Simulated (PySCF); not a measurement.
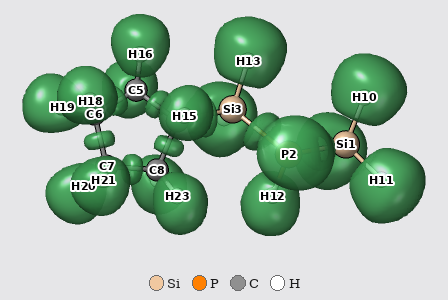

The picture shows: C₅H₁₅PSi₂ (SMILES [SiH3]P[SiH2]C1CCCC1). Isosurface of the electron localisation function at 0.8 (green), seen at a tilt. Core shells and regions of very low density are left out.

Geometry: GFN2-xTB.

All numbers below come from PySCF, PBE0/pcSseg-1, SCF density, gas phase, non-relativistic.

Input file:

```
{"job": {"kind": "nmr", "xc": "PBE0", "basis": "pcSseg-1"}, "charge": 0, "multiplicity": 1}
Si     4.417424     0.050842     0.686725
P      2.442155     1.070185     0.789847
Si     1.216722    -0.180957    -0.597998
C     -0.588183     0.388050    -0.430509
C     -1.556876    -0.296043    -1.390949
C     -2.935713     0.061089    -0.830115
C     -2.735763     0.198744     0.691375
C     -1.221789     0.091355     0.930528
H      4.334751    -1.403684     0.843040
H      4.989270     0.366373    -0.619859
H      5.232670     0.609128     1.764509
H      2.026092     0.446820     1.947312
H      1.720135     0.061179    -1.954325
H      1.306705    -1.624073    -0.324534
H     -0.644683     1.468724    -0.602833
H     -1.427851     0.035209    -2.420056
H     -1.406551    -1.376511    -1.360704
H     -3.269298     1.009851    -1.252569
H     -3.682039    -0.693145    -1.076826
H     -3.271002    -0.578696     1.235941
H     -3.110538     1.161547     1.038336
H     -0.966141    -0.923964     1.242214
H     -0.874249     0.778718     1.701529
```

Run with:

```sh
OMP_NUM_THREADS=1 python probes_run.py task.json out
```

Where are the electrons localised?

The ELF exceeds this value in five regions between bonded C–C atoms (shared pairs), one region between bonded C–Si atoms (shared pairs), 15 regions around hydrogen nuclei and one region on P in which the atom's valence shell and bonds are merged.

Values along the shortest contacts:
C–C (1.53 Å): the ELF peaks at about 0.95 between the atoms (a shared electron pair). C–Si (1.90 Å): the ELF peaks at about 0.95 between the atoms (a covalent bond).
